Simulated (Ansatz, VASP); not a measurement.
# YSb in two plane-wave programs

One calculation is typed for both programs; each brings its own data sets. How far apart do they land? The cell is taken from a series of VASP runs on this material, whose earlier steps may have relaxed, scaled or displaced it; both programs get it as it stands. Valence electrons are named where the data sets of a main pair hold unlike numbers.

Method: plane waves, with VASP 6.6.1 beside it; band structure at LDA, in Ansatz 0.2.0.

## (1) The starting structure

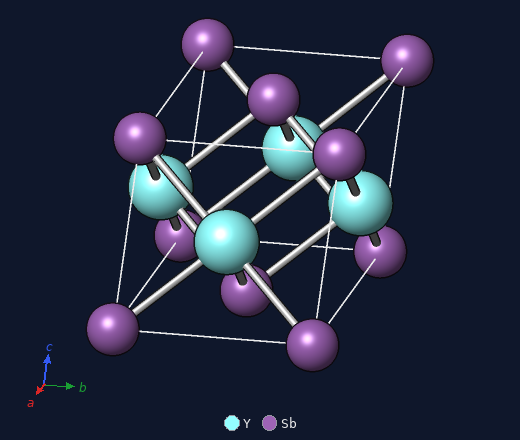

The cell as given, slightly off an axis (yttrium teal, antimony purple). This picture shows the conventional cell, with its axes. Some periodic images of atoms are drawn too.

Structure file:

```xyz
2
Lattice="0.0000 3.0823 3.0823 3.0823 0.0000 3.0823 3.0823 3.0823 0.0000" Properties=species:S:1:pos:R:3 pbc="T T T"
Y     3.1150    3.0978    3.0831
Sb    0.0456    0.0686   -0.0080
```

## (2) VASP: band structure, LDA

A single point gives forces, pressure and levels at one fixed geometry, so differences don't come from the geometry; what else differs is listed under the comparison.

Lines of VASP's logs that name or quote its potential files are left out, and so is its time.

Input file INCAR:

```
SYSTEM = YSb
PREC = Accurate
ENCUT = 400
EDIFF = 1E-06
NELM = 100
ISMEAR = -1
SIGMA = 0.05
LREAL = .FALSE.
ALGO = Normal
GGA = CA
NBANDS = 20
LASPH = .TRUE.
LORBIT = 11
LWAVE = .FALSE.
LCHARG = .FALSE.
KPAR = 2
```

Input file POSCAR:

```
YSb
1.0
    0.0000000000      3.0822500000      3.0822500000
    3.0822500000      0.0000000000      3.0822500000
    3.0822500000      3.0822500000      0.0000000000
Y Sb
1 1
Direct
    0.4973480000      0.5029190000      0.5077070000
    0.0024430000     -0.0050250000      0.0198280000
```

Input file KPOINTS:

```
Automatic mesh
0
Gamma
11 11 11
0 0 0
```

Input file KPOINTS_OPT:

```
Line mode
16
Line-mode
Reciprocal
  0.00000000   0.00000000   0.00000000 GAMMA
  0.50000000   0.00000000   0.50000000 X

  0.50000000   0.00000000   0.50000000 X
  0.50000000   0.25000000   0.75000000 W

  0.50000000   0.25000000   0.75000000 W
  0.37500000   0.37500000   0.75000000 K

  0.37500000   0.37500000   0.75000000 K
  0.00000000   0.00000000   0.00000000 GAMMA

  0.00000000   0.00000000   0.00000000 GAMMA
  0.50000000   0.50000000   0.50000000 L

  0.50000000   0.50000000   0.50000000 L
  0.62500000   0.25000000   0.62500000 U

  0.62500000   0.25000000   0.62500000 U
  0.50000000   0.25000000   0.75000000 W

  0.50000000   0.25000000   0.75000000 W
  0.50000000   0.50000000   0.50000000 L

  0.50000000   0.50000000   0.50000000 L
  0.37500000   0.37500000   0.75000000 K

  0.62500000   0.25000000   0.62500000 U
  0.50000000   0.00000000   0.50000000 X
```

Potentials, in the order of the species: Y_sv and Sb (LDA family, release 64).

On the command line:

```console
mpirun -np 2 vasp_std
```

Numbers of over 12 decimals in the logs are rounded to 6 here.

The program printed:

```text
[banner, memory and clock lines left out]
running    2 mpi-ranks, on    1 nodes
 distrk:  each k-point on    1 cores,    2 groups
 distr:  one band on    1 cores,    1 groups

 POSCAR found type information on POSCAR Y Sb
 POSCAR found :  2 types and       2 ions
 LDA part: xc-table for (Slater(with rela. corr.)+CA(PZ))
 , standard interpolation
 POSCAR, INCAR and KPOINTS ok, starting setup
 FFT: planning ... GRIDC
 FFT: planning ... GRID_SOFT
 FFT: planning ... GRID
 WAVECAR not read
 entering main loop
       N       E                     dE             d eps       ncg     rms          rms(c)
DAV:   1     0.493083503880E+02    0.49308E+02   -0.55627E+03 26808   0.566E+02
DAV:   2    -0.112391609194E+02   -0.60548E+02   -0.57414E+02 35052   0.155E+02
DAV:   3    -0.149271552351E+02   -0.36880E+01   -0.36235E+01 39552   0.268E+01
DAV:   4    -0.150480885214E+02   -0.12093E+00   -0.12065E+00 34188   0.435E+00
DAV:   5    -0.150500486190E+02   -0.19601E-02   -0.19599E-02 32952   0.527E-01    0.256E+01
DAV:   6    -0.142803292113E+02    0.76972E+00   -0.39931E-01 28604   0.411E+00    0.184E+01
DAV:   7    -0.142250853675E+02    0.55244E-01   -0.27079E-01 34564   0.317E+00    0.406E+00
DAV:   8    -0.141992349185E+02    0.25850E-01   -0.85675E-02 28076   0.182E+00    0.563E-01
DAV:   9    -0.141972244177E+02    0.20105E-02   -0.65850E-03 29004   0.522E-01    0.333E-01
DAV:  10    -0.141972569665E+02   -0.32549E-04   -0.42172E-04 34140   0.120E-01    0.303E-01
DAV:  11    -0.141972452085E+02    0.11758E-04   -0.85938E-05 29500   0.616E-02    0.261E-02
DAV:  12    -0.141972453342E+02   -0.12567E-06   -0.50006E-06 30368   0.134E-02
   1 F= -.14197245E+02 E0= -.14195841E+02  d E =-.280932E-02
 Start KPOINTS_OPT (optional k-point list driver)
k-point batch [1-160\160]
       N       E                     dE             ncg
DAV:   1    -0.292868947064E+04   -0.79188E+05     6448
DAV:   2    -0.126375521035E+05   -0.97089E+04     8476
DAV:   3    -0.132491708265E+05   -0.61162E+03     9784
DAV:   4    -0.132685744281E+05   -0.19404E+02     7844
DAV:   5    -0.132689236376E+05   -0.34921E+00     7888
DAV:   6    -0.132689339554E+05   -0.10318E-01     8480
DAV:   7    -0.132689341529E+05   -0.19751E-03     8084
DAV:   8    -0.132689341613E+05   -0.84497E-05     6028
DAV:   9    -0.132689341617E+05   -0.37366E-06     4620
```

OUTCAR, selected parts (step 2):

```text
ion  position               nearest neighbor table
   1  0.497  0.503  0.508-   2 3.03   2 3.07   2 3.07   2 3.09   2 3.10   2 3.14
   2  0.002  0.995  0.020-   1 3.03   1 3.07   1 3.07   1 3.09   1 3.10   1 3.14

  LATTYP: Found a face centered cubic cell.
 ALAT       =     6.1645000000

 Subroutine GETGRP returns: Found  1 space group operations
 (whereof  1 operations were pure point group operations)

The static configuration has the point symmetry C_1 .

 Found    666 irreducible k-points:

   k-points           NKPTS =    666   k-points in BZ     NKDIM =    666   number of bands    NBANDS=     20

   dimension x,y,z NGX =    28 NGY =   28 NGZ =   28
   dimension x,y,z NGXF=    56 NGYF=   56 NGZF=   56

   ENCUT  =  400.0 eV  29.40 Ry    5.42 a.u.   7.11  7.11  7.11*2*pi/ulx,y,z

   NELECT =      16.0000    total number of electrons

 k-points in reciprocal lattice and weights: Automatic mesh
   0.00000000  0.00000000  0.00000000       0.001
   0.09090909  0.00000000  0.00000000       0.002
   0.00000000  0.09090909  0.00000000       0.002
   0.00000000  0.00000000  0.09090909       0.002
   0.09090909  0.09090909  0.09090909       0.002
   0.18181818  0.00000000  0.00000000       0.002
   0.00000000  0.18181818  0.00000000       0.002
   0.00000000  0.00000000  0.18181818       0.002
   0.18181818  0.18181818  0.18181818       0.002
[...]
0.27272727  0.45454545 -0.27272727       0.002
   0.45454545 -0.27272727  0.18181818       0.002

 average (electrostatic) potential at core
       1 -35.6877       2 -87.3929

 E-fermi :   5.1163

 k-point     1 :       0.0000    0.0000    0.0000
  band No.  band energies     occupation
      1     -37.5321      2.00000
      2     -17.6224      2.00000
      3     -17.6216      2.00000
      4     -17.6215      2.00000
      5      -4.8384      2.00000
      6       5.7586      0.00001
      7       5.7652      0.00000
      8       5.7932      0.00000
      9       6.1157      0.00000
     10       6.1837      0.00000
    ...

 k-point     2 :       0.0909    0.0000    0.0000
  band No.  band energies     occupation
    ...
      2     -17.6307      2.00000
      3     -17.6224      2.00000
      4     -17.6219      2.00000
      5      -4.7500      2.00000
      6       4.8549      1.98932
      7       5.1983      0.32474
      8       5.2313      0.18237
      9       6.2823      0.00000
     10       6.2936      0.00000
     11       6.5163      0.00000
    ...

 k-point     3 :       0.0000    0.0909    0.0000
  band No.  band energies     occupation
    ...
      2     -17.6307      2.00000
      3     -17.6224      2.00000
      4     -17.6219      2.00000
      5      -4.7500      2.00000
      6       4.8580      1.98865
      7       5.1982      0.32566
      8       5.2256      0.20212
      9       6.2818      0.00000
     10       6.2949      0.00000
     11       6.5207      0.00000
    ...

  Total       -1.1378550     -1.0655157     -1.1403017     -0.0064810      0.0044345      0.0010760
  in kB      -31.1289110    -29.1498862    -31.1958454     -0.1773048      0.1213179      0.0294363
  external PRESSURE =     -30.4915475 kB  Pullay stress =       0.0000000 kB

  energy-cutoff  :      400.00
  volume of cell :       58.56
      direct lattice vectors                 reciprocal lattice vectors
     0.000000000  3.082250000  3.082250000    -0.162219158  0.162219158  0.162219158
     3.082250000  0.000000000  3.082250000     0.162219158 -0.162219158  0.162219158
     3.082250000  3.082250000  0.000000000     0.162219158  0.162219158 -0.162219158

 POSITION                                       TOTAL-FORCE (eV/Angst)
 -----------------------------------------------------------------------------------
      3.11500      3.09783      3.08307         0.060118      0.250122     -0.040971
      3.12788      0.06864      3.07429        -0.060118     -0.250122      0.040971
 -----------------------------------------------------------------------------------
    total drift:                               -0.000029      0.000069     -0.000035

  FREE ENERGIE OF THE ION-ELECTRON SYSTEM (eV)
  ---------------------------------------------------
  free  energy   TOTEN  =       -14.1972453342 eV

  energy  without entropy=      -14.1944360135  energy(sigma->0) =      -14.19584067

 total charge
# of ion       s       p       d       f       tot
--------------------------------------------------
    1        2.174   6.308   0.967   0.027   9.475
    2        1.125   1.458   0.014   0.000   2.598
--------------------------------------------------
tot          3.299   7.766   0.981   0.027  12.073

[... 3 further parts left out ...]
```

Spin-orbit coupling is off here; with elements this heavy it splits and shifts levels by tenths of an eV or more.

## (3) Ansatz: band structure, LDA

Ansatz runs on its default PAW (the set named soft_2) files.

The same cell, functional (in two slightly different forms), mesh and smearing now go to Ansatz, which takes its cutoff from its data sets.

Input file input.yaml:

```yaml
crystal:
  lattice:
    - [0.0, 3.08225, 3.08225]
    - [3.08225, 0.0, 3.08225]
    - [3.08225, 3.08225, 0.0]
  atoms:
    - { symbol: "Y", position: [0.497348, 0.502919, 0.507707] }
    - { symbol: Sb, position: [0.002443, -0.005025, 0.019828] }
hamiltonian:
  xc: lda
  pseudopotentials: { kind: paw }
kpoints:
  mp_grid: { grid: [11, 11, 11] }
  band_path:
    path:
      - [0.0, 0.0, 0.0]
      - [0.16667, 0.0, 0.16667]
      - [0.33333, 0.0, 0.33333]
      - [0.5, 0.0, 0.5]
      - [0.5, 0.08333, 0.58333]
      - [0.5, 0.18333, 0.68333]
      - [0.5, 0.25, 0.75]
      - [0.45, 0.3, 0.75]
      - [0.40833, 0.34167, 0.75]
      - [0.35, 0.35, 0.7]
      - [0.225, 0.225, 0.45]
      - [0.075, 0.075, 0.15]
      - [0.03333, 0.03333, 0.03333]
      - [0.23333, 0.23333, 0.23333]
      - [0.4, 0.4, 0.4]
      - [0.51667, 0.46667, 0.51667]
      - [0.55833, 0.38333, 0.55833]
      - [0.60833, 0.28333, 0.60833]
      - [0.60833, 0.25, 0.64167]
      - [0.55833, 0.25, 0.69167]
      - [0.51667, 0.25, 0.73333]
      - [0.5, 0.3, 0.7]
      - [0.5, 0.38333, 0.61667]
      - [0.5, 0.48333, 0.51667]
      - [0.475, 0.475, 0.55]
      - [0.425, 0.425, 0.65]
      - [0.38333, 0.38333, 0.73333]
      - [0.59167, 0.18333, 0.59167]
      - [0.55, 0.1, 0.55]
      - [0.5, 0.0, 0.5]
    npoints: 1
scf:
  occupations: { method: fermi_dirac, width: 0.05 }
  n_extra_bands: 7
output:
  forces: true
  stress: true
  eigenvalues: true
```

On the command line:

```console
ansatz run input.yaml --threads 2 --pin off --max-ram 4608MiB --backend cpu --events-out ev --progress --plain --runs-dir out
```

The program printed:

```text
scf.n_extra_bands = 7 over 13 filled bands (N_el = 26.0): the run solves 20 bands
Engine: ansatz 0.2.0, aarch64-unknown-linux-gnu
Pseudopotentials: kind: paw
Pseudopotential: Y, paw, valence charge 11, recommended cutoff 420 eV (normal), Y.paw.azcp
Pseudopotential: Sb, paw, valence charge 15, recommended cutoff 420 eV (normal), Sb.paw.azcp
Functional definition: SPW92
  exchange = slater_x
  correlation = pw_c
Crystal: 2 atoms, lattice volume = 58.564 Å³
Basis set: ecut = 420 eV, 1139 PW (Γ)
Bands: 20, of which v1, the nominal top of the filled ones, is band 13 counted from 1 (12 counted from 0)
Symmetry: 1 space group operations
Space group: P1 (ITA 1), of the structure as read, at distance tolerance 3.9e-5 Å
k-points: 666 of 1331 (time reversal used)
Non-local potential: Y, projectors of the file, l = 0: 3, l = 1: 2, l = 2: 2, l = 3: 1
Non-local potential: Sb, projectors of the file, l = 0: 2, l = 1: 2, l = 2: 2, l = 3: 2
PAW form: soft (Blöchl's): semilocal exchange-correlation on the pseudo side does not see the compensation charge
PAW frozen core: Y, regenerated for the run's functional, and the local potential with it (the file was generated under x = pbe(κ = 0.804, μ = 0.219515), c = pbe(β = 0.066725))
PAW frozen core: Sb, regenerated for the run's functional, and the local potential with it (the file was generated under x = pbe(κ = 0.804, μ = 0.219515), c = pbe(β = 0.066725))
PAW one-centre angular grid: Y, 590 points (default); XC on 64 Gauss nodes
PAW one-centre angular grid: Sb, 590 points (default); XC on 64 Gauss nodes
Initial density: superposition of atomic densities (neutral atoms: chi_scale 0, normalization atom), corrected by the library's trained network
Initial wavefunctions: pseudopotential atomic-orbital guess
Functional: x = slater, c = lda
SCF iter   1: F=—  HF=-10083.832045 eV  |F-HF|=—  |Δ(HF+E_count)|=         —  Δρ=5.63e-3  dr2=7.04e-3  ethr=1.77e-3  ⟨swp⟩=6.0  Hψ=68730  notcnv=0  defer=1
preconditioner: auto → Kerker (q_TF=auto, 2.383 Å⁻¹)  [metal: Δε(μ)=0.022 eV  Ē_g=7.921 eV  σ=0.050 eV  W_gap=0.11  n_scr=14 (ndim 8)  ℏωp=13.7 eV  f_vac=0.000  D(μ)=0.38/eV (n_scr^D=0)]
SCF iter   2: F=—  HF=-10083.829337 eV  |F-HF|=—  |Δ(HF+E_count)|=   2.71e-3  Δρ=3.13e-3  dr2=2.05e-3  ethr=2.71e-5  ⟨swp⟩=1.8  Hψ=20312  notcnv=0  defer=41
SCF iter   3: F=—  HF=-10083.828830 eV  |F-HF|=—  |Δ(HF+E_count)|=   5.08e-4  Δρ=4.55e-4  dr2=1.01e-4  ethr=7.87e-6  ⟨swp⟩=2.3  Hψ=18614  notcnv=0  defer=41
SCF iter   4: F=—  HF=-10083.828786 eV  |F-HF|=—  |Δ(HF+E_count)|=   4.36e-5  Δρ=1.85e-4  dr2=2.16e-5  ethr=3.88e-7  ⟨swp⟩=2.0  Hψ=20039  notcnv=0  defer=41
SCF iter   5: F=—  HF=-10083.828782 eV  |F-HF|=—  |Δ(HF+E_count)|=   4.27e-6  Δρ=5.27e-5  dr2=1.80e-6  ethr=8.31e-8  ⟨swp⟩=2.0  Hψ=20278  notcnv=0  defer=41
SCF iter   6: F=—  HF=-10083.828781 eV  |F-HF|=—  |Δ(HF+E_count)|=   2.56e-7  Δρ=2.34e-5  dr2=2.83e-7  ethr=6.93e-9  ⟨swp⟩=1.6  Hψ=13100  notcnv=0  defer=41
SCF iter   7: F=-10083.828781 eV  HF=-10083.828781 eV  |F-HF|=3.16e-9  |Δ(HF+E_count)|=   1.25e-7  Δρ=3.53e-6  dr2=6.82e-9  ethr=3.85e-10  ⟨swp⟩=8.8  Hψ=51691  notcnv=0
SCF 1 converged in 7 iterations: F = -10083.828781 eV  dr2 = 6.82e-9
  greatest PAW one-centre occupation: 0.997 electrons in one spin orbital (limit 2), on the Sb atom at site 1 (counted from 0), in its partial waves of l = 2
NSCF: frozen V_eff on 30 k-points
SCF converged after 7 iterations
Free energy (F): -10083.828781 eV
Harris-Foulkes:  -10083.828781 eV  (|F-HF|=3.16e-9)
Internal energy: -10083.825917 eV  (E = F + TS)
E sigma→0 (E₀):  -10083.827349 eV
Entropy (-TS):   -0.002864 eV (-1.432 meV/atom)
Fermi energy:    9.941631 eV
--- Per-component energies (eV) ---
  E_band       = -273.476863
  E_kinetic    = 515.131180
  E_local      = -2212.953895  (includes V_loc(G=0)·N_el)
  E_nonlocal   = 421.142633
  E_hartree    = 927.698012
  E_xc         = -310.562465
  E_vxc        = -297.218877  (∫ρ·V_xc dr)
  E_paw        = -7152.630954  (= ΣΔE_a)
  E_vpaw       = -554.975845  (= ΣTr[D̂ρ^β])
  E_aug_tail   = -0.000001  (compensation charges beyond the density's cutoff)
  E_ewald      = -2272.538836
  E_core_change = 0.888409  (= ΣΔE_core)
  E_smearing   = -0.002864  (= −TS)
  E_closure    = -0.000000  (closes the sum)
  Σ components = -10083.828781   (vs F -10083.828781, Δ=0.00e0)
--- Forces (eV/Å), atoms counted from 1 ---
  atom   1  Y      0.05946533     0.24752658    -0.04054512
  atom   2  Sb    -0.05946564    -0.24752883     0.04054531
  max |Σ_I F_I| component: 2.25e-6 eV/Å
--- Stress (GPa, compression-positive) ---
       -3.240072      -0.017919       0.002953
       -0.017919      -3.042729       0.012216
        0.002953       0.012216      -3.246664
  P = ⅓ Tr σ = -3.1765 GPa (-31.765 kbar)
--- Band table (eV; the first three rows and the last of 666) ---
  k-point 0: bands = [... 9 lower, -0.0546, 10.5675, 10.5738, 10.5983, 10.9495, 11.0127, 11.0221, 11.6006, ... 3 higher]
  k-point 1: bands = [... 9 lower, 0.0328, 9.6771, 10.0117, 10.0275, 11.1148, 11.1285, 11.3545, 12.2754, ... 3 higher]
  k-point 2: bands = [... 9 lower, 0.2828, 8.4399, 9.2902, 9.2947, 11.3963, 11.4003, 11.5437, 13.3883, ... 3 higher]
  k-point 665: bands = [... 9 lower, 1.3964, 5.7876, 8.0253, 8.1241, 12.5352, 12.6992, 12.8491, 13.7634, ... 3 higher]
```

Wall time 30 s (2 threads of Arm Neoverse V2, shared host); peak memory 0.97 GiB.

## (4) Side by side

Known differences besides the potentials themselves: the two LDA forms differ slightly; the data sets hold 26 valence electrons in Ansatz (on its default PAW (the set named soft_2) files) and 16 in VASP; the cutoff is 420 eV in Ansatz and 400 eV in VASP; VASP's log shows a relativistic correction to its local exchange, Ansatz's none. Total energies have different zeros and are not compared.

Both answers:

| quantity | Ansatz | VASP | difference |
| --- | --- | --- | --- |
| pressure (GPa) | -3.18 | -3.05 | -0.13 |

Forces (eV/Å; atoms numbered as in POSCAR):

| atom | Ansatz x, y, z | VASP x, y, z |
| --- | --- | --- |
| Y1 | 0.059, 0.248, -0.041 | 0.060, 0.250, -0.041 |
| Sb2 | -0.059, -0.248, 0.041 | -0.060, -0.250, 0.041 |

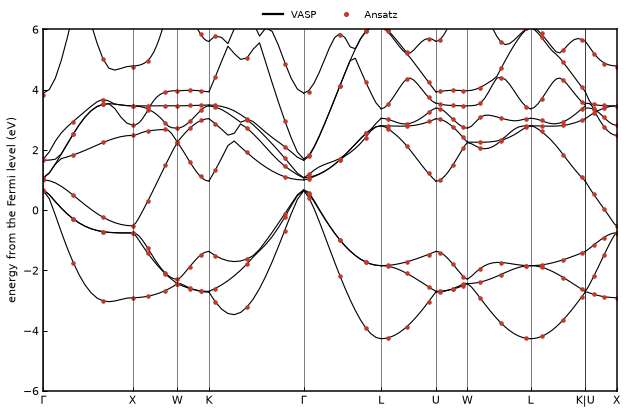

Bands from VASP (lines) and levels from Ansatz (dots). Dots without a line are higher empty bands that the VASP plot leaves out.

The forces differ by 1.6 meV/Å r.m.s., which is 1.0 % of the r.m.s. force of 0.150 eV/Å (both taken over all components). Levels from 3 eV below to 2 eV above the Fermi level differ by 7 meV r.m.s. and 20 meV at most; each VASP level is matched to the nearest of Ansatz, which flatters the figure a little.

## (5) Results

- r.m.s. difference of levels near the Fermi level (band structure, LDA): 7.4 meV

**Reading.** The r.m.s. difference of levels near the Fermi level is 7.4 meV (band structure, LDA), within the 80 meV picked in this series as the mark of a large difference. The data sets hold unlike numbers of valence electrons (26 in Ansatz and 16 in VASP), so part of the differences comes from the potentials. 1 further run of this series is not shown here. Such differences can come from data sets, numerical settings and the points named under the comparisons, not from the functional's error against experiment.

[Lines on the potential files, build, host, timing and source positions are cut from VASP's logs without a mark.]

[Logs are printed without paths, hosts, clocks, repeated set-up lines and the standing remarks that a program may print on its own settings, such as how far it seeks lower states.]

[Hosts, paths, dates, database ids (printed as entryN), source tags and the programs' standing remarks are cut or masked in the printed files.]
